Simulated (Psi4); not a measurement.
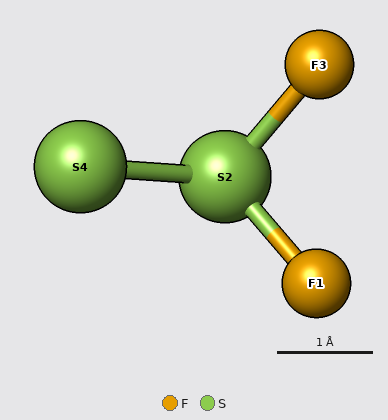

Fig. 1: The structure as given in the input (ball-and-stick view, seen at a tilt; atoms are numbered from 1 in the order of the input). Bond lengths as drawn: F–S 1.61 Å and S–S 1.86 Å.

## S2F2 (charge −1): energy and gradient calculation (part 1 of 2)

System: S2F2 (Thio-thionyl fluoride), charge −1, multiplicity 2.
Method: CAM-B3LYP/def2-SVPD, UKS (Psi4 1.11).

The geometry is that of the parent species in another charge or spin state. The geometry comes from this level: PBE0-D4/def2-TZVP.

Input file (f2s2.json):
```
{
 "schema_name": "qcschema_input",
 "schema_version": 1,
 "molecule": {
  "schema_name": "qcschema_molecule",
  "schema_version": 2,
  "symbols": ["F", "S", "F", "S"],
  "geometry": [1.38881642, 0.63644086, 2.26587611, -0.9087504, -0.17020763, 0.45491377, 0.59235355, -2.61243298, -0.54082072, -1.07243847, 2.14618086, -2.17996916],
  "molecular_charge": -1,
  "molecular_multiplicity": 2,
  "fix_symmetry": "c1"
 },
 "driver": "gradient",
 "model": {
  "method": "cam-b3lyp",
  "basis": "def2-SVPD"
 },
 "keywords": {
  "reference": "uks",
  "puream": true,
  "e_convergence": 1e-09,
  "d_convergence": 1e-08,
  "scf_type": "pk",
  "dft_radial_points": 99,
  "dft_spherical_points": 590,
  "maxiter": 100,
  "scf_properties": ["QUADRUPOLE", "LOWDIN_CHARGES", "WIBERG_LOWDIN_INDICES"]
 }
}
```

Hardware: 1 thread of Intel Xeon @ 2.50GHz (Skylake/Cascade Lake), 32 GiB of memory available, shared host.

Command:
```bash
psi4 --qcschema f2s2.json -n 1 --memory 2200MB
```

Log:
```
Psi4 1.11 release

gradient() will perform analytic gradient computation.

   => Loading Basis Set <=

    Name: DEF2-SVPD
    Role: ORBITAL
    Keyword: BASIS

         ---------------------------------------------------------
                                   SCF
                              UKS Reference
                        1 Threads,   2098 MiB Core
         ---------------------------------------------------------

  ==> Geometry <==

    Molecular point group: c1
    Full point group: C1

    Geometry (in Bohr), charge = -1, multiplicity = 2:

       Center              X                  Y                   Z               Mass
    ------------   -----------------  -----------------  -----------------  -----------------
         F            1.640958920849     0.384969178212     2.485417876313    18.998403162730
         S           -0.656607899151    -0.421679311788     0.674455536313    31.972071174400
         F            0.844496050849    -2.863904661788    -0.321278953687    18.998403162730
         S           -0.820295969151     1.894709178212    -1.960427393687    31.972071174400

  Running in c1 symmetry.

  Rotational constants: A =      0.27162  B =      0.13239  C =      0.10112 [cm^-1]
  Rotational constants: A =   8142.81993  B =   3968.85594  C =   3031.47676 [MHz]
  Nuclear repulsion =  240.671041810069113

  Charge       = -1
  Multiplicity = 2
  Electrons    = 51
  Nalpha       = 26
  Nbeta        = 25

  ==> Algorithm <==

  SCF Algorithm Type is PK.
  DIIS enabled.
  MOM disabled.
  Fractional occupation disabled.
  Guess Type is SAD.
  Energy threshold   = 1.00e-09
  Density threshold  = 1.00e-08
  Integral threshold = 1.00e-12

  ==> Primary Basis <==

  Basis Set: DEF2-SVPD
    Blend: DEF2-SVPD
    Number of shells: 40
    Number of basis functions: 100
    Number of Cartesian functions: 108
    Spherical Harmonics?: true
    Max angular momentum: 2

  ==> DFT Potential <==

   => LibXC <=

    Version 7.1.2

   => Composite Functional: CAM-B3LYP <=

    CAM-B3LYP Hyb-GGA Exchange-Correlation Functional

    Deriv               =              1
    GGA                 =           TRUE
    Meta                =          FALSE

    Exchange Hybrid     =           TRUE
    MP2 Hybrid          =          FALSE

   => Exchange Functionals <=

    0.3500         Becke 88 [omega = 0.3300]
    0.4600   Short-range recipe for B88 functional - erf [omega = 0.3300]

   => Exact (HF) Exchange <=

    0.4600            HF,LR [omega = 0.3300]
    0.1900               HF

   => Correlation Functionals <=

    0.1900   Vosko, Wilk & Nusair (VWN5)
    0.8100   Lee, Yang & Parr

   => LibXC Density Thresholds  <==

    XC_HYB_GGA_XC_CAM_B3LYP:  1.00E-14

   => Molecular Quadrature <=

    Radial Scheme          =       TREUTLER
    Pruning Scheme         =           NONE
    Nuclear Scheme         =       TREUTLER

    Blocking Scheme        =         OCTREE
    BS radius alpha        =              1
    Pruning alpha          =              1
    Radial Points          =             99
    Spherical Points       =            590
    Total Points           =         226780
    Total Blocks           =           1739
    Max Points             =            256
    Max Functions          =             98
    Weights Tolerance      =       1.00E-15

  ==> Integral Setup <==

  Using in-core PK algorithm.
   Calculation information:
      Number of atoms:                   4
      Number of AO shells:              40
      Number of primitives:             72
      Number of atomic orbitals:       108
      Number of basis functions:       100

      Integral cutoff                 1.00e-12
      Number of threads:                 1

  Performing in-core PK
  Using 38261325 doubles for integral storage.
  We computed 318794 shell quartets total.
  Whereas there are 336610 unique shell quartets.

  Computing range-separated integrals for PK
  We computed 318794 wK shell quartets total.
  Whereas there are 336610 wK unique shell quartets.

  ==> DiskJK: Disk-Based J/K Matrices <==

    J tasked:                  Yes
    K tasked:                  Yes
    wK tasked:                 Yes
    Omega:               3.300E-01
    Memory [MiB]:             1005
    Schwarz Cutoff:          1E-12

  Cached 100.0% of DFT collocation blocks in 0.554 [GiB].

  Minimum eigenvalue in the overlap matrix is 8.2008288929E-04.
  Reciprocal condition number of the overlap matrix is 1.2619795201E-04.
    Using symmetric orthogonalization.

  ==> Pre-Iterations <==

  SCF Guess: Superposition of Atomic Densities via on-the-fly atomic UHF (no occupation information).

   -------------------------
    Irrep   Nso     Nmo
   -------------------------
     A        100     100
   -------------------------
    Total     100     100
   -------------------------

  ==> Iterations <==

                        Total Energy        Delta E     RMS |[F,P]|

   @UKS iter SAD:  -995.68737041229087   -9.95687e+02   0.00000e+00
   @UKS iter   1:  -995.48723310259459    2.00137e-01   5.48810e-03 ADIIS/DIIS
   @UKS iter   2:  -995.49601053592994   -8.77743e-03   6.08924e-03 ADIIS/DIIS
   @UKS iter   3:  -995.61887253598854   -1.22862e-01   7.40661e-04 ADIIS/DIIS
   @UKS iter   4:  -995.62114266943195   -2.27013e-03   2.10731e-04 ADIIS/DIIS
   @UKS iter   5:  -995.62136997766822   -2.27308e-04   7.81737e-05 DIIS
   @UKS iter   6:  -995.62141234940020   -4.23717e-05   3.15463e-05 DIIS
   @UKS iter   7:  -995.62141922599210   -6.87659e-06   5.88376e-06 DIIS
   @UKS iter   8:  -995.62142000843812   -7.82446e-07   2.40259e-06 DIIS
   @UKS iter   9:  -995.62142012391689   -1.15479e-07   8.49941e-07 DIIS
   @UKS iter  10:  -995.62142014312531   -1.92084e-08   2.63906e-07 DIIS
   @UKS iter  11:  -995.62142014503024   -1.90494e-09   1.08070e-07 DIIS
   @UKS iter  12:  -995.62142014532822   -2.97973e-10   5.73815e-08 DIIS
   @UKS iter  13:  -995.62142014536414   -3.59250e-11   4.42877e-08 DIIS
   @UKS iter  14:  -995.62142014538256   -1.84173e-11   8.84497e-09 DIIS
  Energy and wave function converged.

  ==> Post-Iterations <==

   Electrons on quadrature grid:
      Nalpha   =   25.9999980987 ; deviation = -1.901e-06
      Nbeta    =   24.9999981479 ; deviation = -1.852e-06
      Ntotal   =   50.9999962465 ; deviation = -3.753e-06

   @Spin Contamination Metric:   4.843634635E-03
   @S^2 Expected:                7.500000000E-01
   @S^2 Observed:                7.548436346E-01
   @S   Expected:                5.000000000E-01
   @S   Observed:                5.000000000E-01

    Orbital Energies [Eh]
    ---------------------

    Alpha Occupied:

       1A    -88.874149     2A    -88.704973     3A    -24.587839
       4A    -24.587816     5A     -7.949763     6A     -7.801806
       7A     -5.920247     8A     -5.918909     9A     -5.911160
      10A     -5.772999    11A     -5.764601    12A     -5.764423
      13A     -1.128821    14A     -1.073028    15A     -0.718901
      16A     -0.534657    17A     -0.442968    18A     -0.397057
      19A     -0.373052    20A     -0.327174    21A     -0.321778
      22A     -0.302940    23A     -0.201240    24A     -0.156943
      25A     -0.120980    26A      0.022472

    Alpha Virtual:

      27A      0.173986    28A      0.190623    29A      0.206861
      30A      0.217056    31A      0.227588    32A      0.242524
      33A      0.248772    34A      0.275530    35A      0.290406
      36A      0.312565    37A      0.330843    38A      0.348689
      39A      0.393918    40A      0.403747    41A      0.409008
      42A      0.415941    43A      0.420042    44A      0.439973
      45A      0.456806    46A      0.471963    47A      0.494118
      48A      0.524437    49A      0.532289    50A      0.541000
      51A      0.567032    52A      0.572846    53A      0.574646
      54A      0.620908    55A      0.756855    56A      0.796568
      57A      0.836827    58A      0.847000    59A      0.852624
      60A      0.878246    61A      0.885535    62A      0.918041
      63A      0.927696    64A      0.973929    65A      0.993876
      66A      1.019484    67A      1.038851    68A      1.091692
      69A      1.096242    70A      1.104327    71A      1.110252
      72A      1.221371    73A      1.234210    74A      1.264030
      75A      1.274141    76A      1.285078    77A      1.285328
      78A      1.317308    79A      1.362291    80A      1.438203
      81A      1.488900    82A      1.700863    83A      1.730307
      84A      1.765977    85A      1.861113    86A      1.901448
      87A      2.027585    88A      2.057740    89A      2.410753
      90A      2.448551    91A      3.558097    92A      3.561960
      93A      3.591851    94A      3.595515    95A      3.597102
      96A      3.605491    97A      3.614563    98A      3.657743
      99A      3.755674   100A      3.838774

    Beta Occupied:

       1A    -88.870755     2A    -88.704324     3A    -24.584111
       4A    -24.584086     5A     -7.946284     6A     -7.801153
       7A     -5.918186     8A     -5.909217     9A     -5.907749
      10A     -5.772784    11A     -5.764103    12A     -5.762207
      13A     -1.120377    14A     -1.064108    15A     -0.705650
      16A     -0.527537    17A     -0.421428    18A     -0.386646
      19A     -0.367098    20A     -0.323378    21A     -0.302555
      22A     -0.298203    23A     -0.191817    24A     -0.131137
      25A     -0.115667

    Beta Virtual:
```
